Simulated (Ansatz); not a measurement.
BFH₅OSi (charge +1)

The calculation's input:

```
crystal:
  periodic: [false, false, false]
  atoms:
    - { symbol: O, position_ang: [-0.42341, 1.35014, -0.36332] }
    - { symbol: B, position_ang: [0.70309, 0.57588, -0.20337] }
    - { symbol: Si, position_ang: [0.22192, -1.2973, 0.36275] }
    - { symbol: F, position_ang: [-1.38795, -0.94235, 0.3547] }
    - { symbol: H, position_ang: [-0.44225, 2.28371, -0.64004] }
    - { symbol: H, position_ang: [-1.29925, 0.93399, -0.1936] }
    - { symbol: H, position_ang: [1.72273, 1.10411, -0.41518] }
    - { symbol: H, position_ang: [0.52396, -1.66906, 1.7311] }
    - { symbol: H, position_ang: [0.38116, -2.33911, -0.63305] }
total_charge: 1
basis:
  gaussian: { orbitals: def2-SVP }
hamiltonian:
  xc: b3lyp
  dispersion: d4
relax:
  f_tol: 0.015
  max_steps: 40
output:
  orbitals: {}
```

Launched as:

```sh
ansatz run input.yaml --threads 1 --pin off --max-ram 2048MiB --backend cpu --events-out ev --progress --plain --runs-dir out
```

The fields are those of the run's last geometry, not of the input's.

Method: Ansatz 0.2.0, RKS B3LYP-D4/def2-SVP.

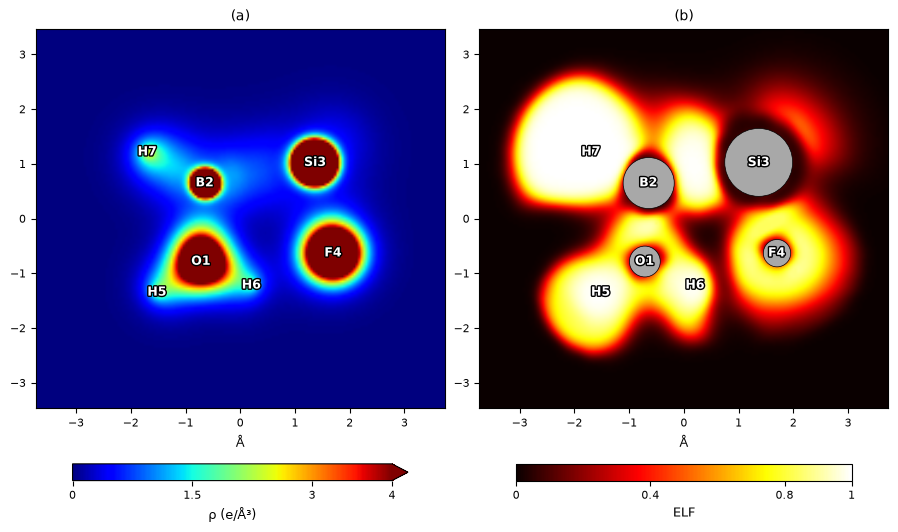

Figure 1. (a) electron density; (b) electron localisation function on the plane of atoms H5, O1 and H6. Grey discs cover the atomic cores in the ELF map.

What do the fields say about this system?

- The plane passes through O, B, Si, F and H nuclei.
- B–O (1.44 Å): ρ at the midpoint is about 1.7 e/Å³; the ELF peaks at about 0.90 between the atoms: a polar covalent bond.
- Si–F (1.69 Å): the density is about 0.84 e/Å³ at the midpoint; the ELF peaks at about 0.85 in the valence shell of F, 0.7 Å from its nucleus, and is about 0.40 at the midpoint.
- Si–B (2.04 Å): ρ is about 0.81 e/Å³ halfway; the ELF peaks at about 1 between the atoms; a shared electron pair.
- O–H (0.98 Å): ρ at the midpoint is about 3.7 e/Å³; the ELF climbs to about 1 towards the hydrogen, as it does in any bond to H: an ordinary covalent bond to hydrogen.
- B–H (1.19 Å): ρ is about 1.3 e/Å³ halfway; the ELF climbs to about 1 towards the hydrogen; a covalent bond by its length.
- The ELF also peaks beside F4, away from the bonds: lone-pair regions.

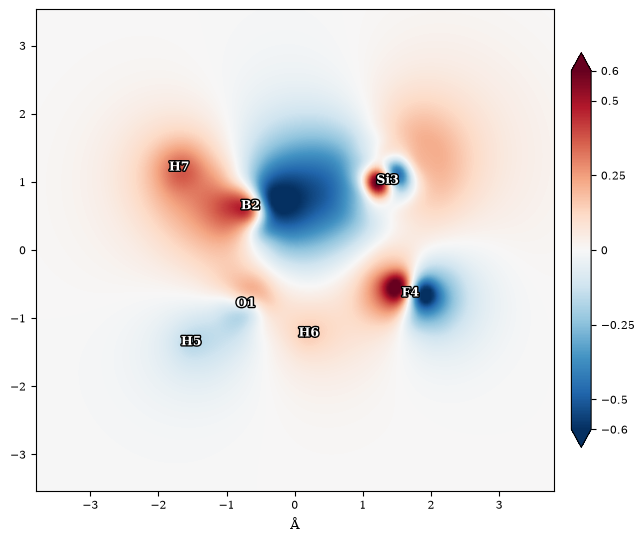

Figure 2. The HOMO on the plane of atoms B2, O1 and H5 (values in Å⁻³ᐟ²; the overall sign is arbitrary).

Where does this orbital lie, and at what energy?

By Hirshfeld shares it lies mainly on B2 (about 35 %), Si3 (about 30 %), F4 (about 10 %), H7 (about 5 %), H8 (about 5 %) and H9 (about 5 %). Its energy is −14.09 eV.

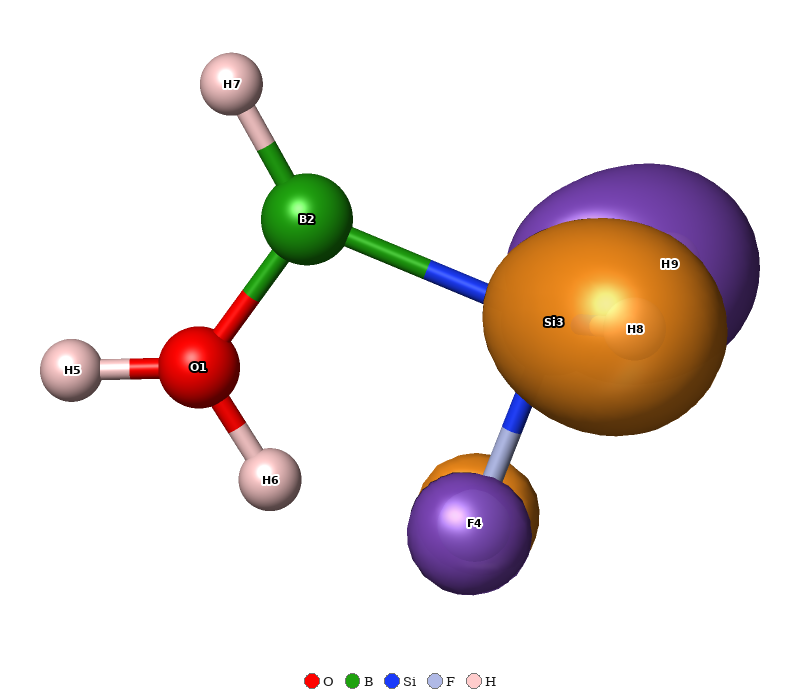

Figure 3. The HOMO−1 at ±0.2 Å⁻³ᐟ² (orange and purple are the two phases), seen at a tilt.

Where does this orbital lie, and at what energy?

By Hirshfeld shares it lies mainly on Si3 (about 35 %), H8 (about 25 %), H9 (about 25 %) and F4 (about 15 %). Its energy is −14.56 eV.
